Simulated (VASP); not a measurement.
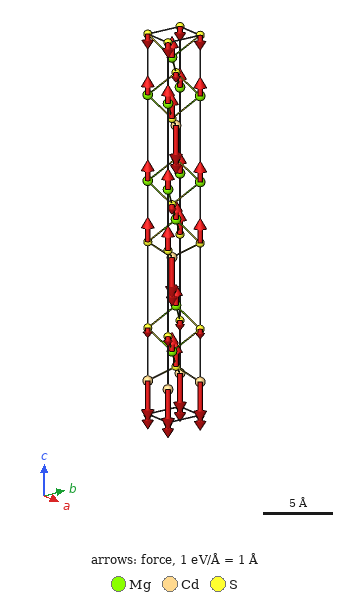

Starting geometry of a crystal of Mg$_{2}$CdS$_{3}$ (a generated structure, set up in R3m) with the computed forces as red arrows. A ball-and-stick model of the conventional cell (3 times the calculation's cell), seen slightly off an axis. Lengths and directions refer to the drawn axes.

The run lets cell and atoms move.

These are results of Kohn-Sham DFT of a periodic cell, PBE, VASP PAW PBE potentials, recommended in VASP 6.6.1, not measurements.

The input:
```
PREC = Normal
ENCUT = 520
EDIFF = 1E-4
ISMEAR = 0
SIGMA = 0.15
LREAL = False
LASPH = True
NELM = 60
ALGO = Fast
ISIF = 3
LWAVE = False
LCHARG = False
GGA = PE
IBRION = 2
NSW = 24
EDIFFG = -0.08
```

Run as
```bash
cat potpaw_PBE.64/Mg/POTCAR potpaw_PBE.64/Cd/POTCAR potpaw_PBE.64/S/POTCAR > POTCAR
mpirun -np 1 vasp_std > vasp.out
```

Question: Is this structure relaxed? If not, where do the atoms go?

Answer: It isn't relaxed: the largest force vector, on the Cd atom, is 3.02 eV/Å. The atoms end up moving mostly along the starting forces (cosine between the two patterns 0.94). The Cd atom moves most relative to the cell: 0.33 Å along −c. Largest moves by element: Cd 0.33 Å, Mg 0.27 Å, S 0.23 Å. The volume changes by +2.9 %, with a = b 3.850 → 3.848 Å (0.0 %), c 28.100 → 28.934 Å (+3.0 %). Near-neighbour distances that change, for instance: Cd–S 2.403 → 2.623 Å, Mg–S 2.676 → 2.492 Å, Mg–S 2.691 → 2.833 Å, Mg–S 2.676 → 2.546 Å. Bond angles that change, for instance: S–Cd–S 106.5° → 94.4°, Cd–S–Cd 106.5° → 94.4°, S–Mg–S 179.5° → 168.6°. The space group stays R3m (No. 160). Over 12 geometry steps the energy falls by 1.163 eV per cell of the calculation. The largest force component goes from 3 to 0.055 eV/Å. Pressure: 3.33 GPa at the start and −0.02 GPa at the end. It ran on 1 thread of Intel(R) Xeon(R) Platinum 8375C CPU @ 2.90GHz (Ice Lake) (shared host).
